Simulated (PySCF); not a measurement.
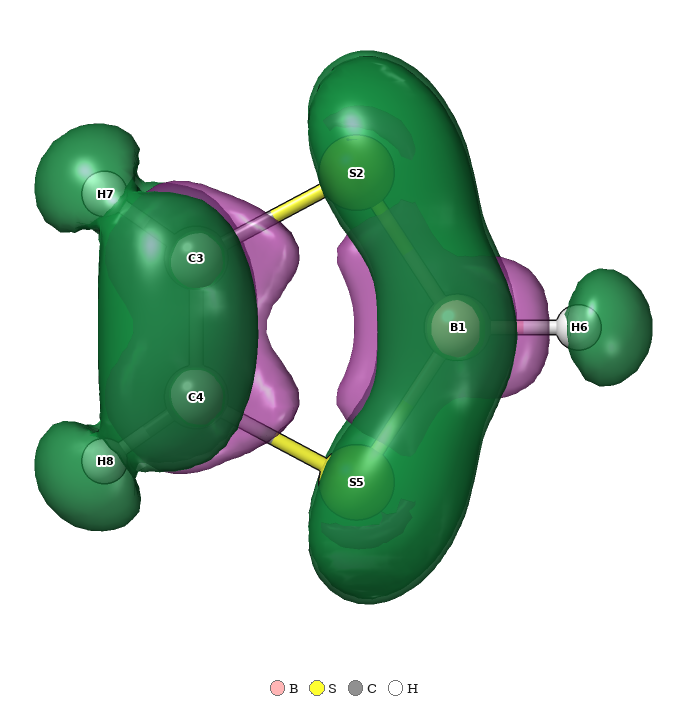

Figure 1: C2H3BS2, SMILES `B1SC=CS1`. Fukui function f⁻ = ρ(N) − ρ(N−1) at fixed geometry, surfaces at ±0.015 e/Å³ (green positive, purple negative).

Method: BP86/def2-SVPD; geometry: GFN2-xTB; program: PySCF. No frequency check shows the geometry to be a minimum. GFN2-xTB bond lengths at metals and heavier atoms can be off by up to 0.1 Å and shapes distorted, which carries into these values.

Coordinates in Å:

```
B1       0.0000   -1.2835    0.0000
S2       1.4888   -0.3138    0.0000
C3       0.6674    1.2244    0.0000
C4      -0.6674    1.2244    0.0000
S5      -1.4888   -0.3138    0.0000
H6       0.0000   -2.4442    0.0000
H7       1.2842    2.1045    0.0000
H8      -1.2842    2.1045    0.0000
```

### Which atoms respond most to the removal of an electron?

f⁻ (Hirshfeld-condensed) is largest on S2 and S5 (0.22 each), B1 (0.13) and C3 and C4 (0.12 each); the vertical ionisation energy is 9.17 eV (the stability of the cation's solution wasn't checked). Condensed values hint at sites of electrophilic attack but needn't mark the atom that reacts. Orbital relaxation makes it negative in places (0.15 e in all).

Cost of the run: 84 s on 1 thread of Arm Neoverse V1 (shared host), peak memory 0.54 GiB.
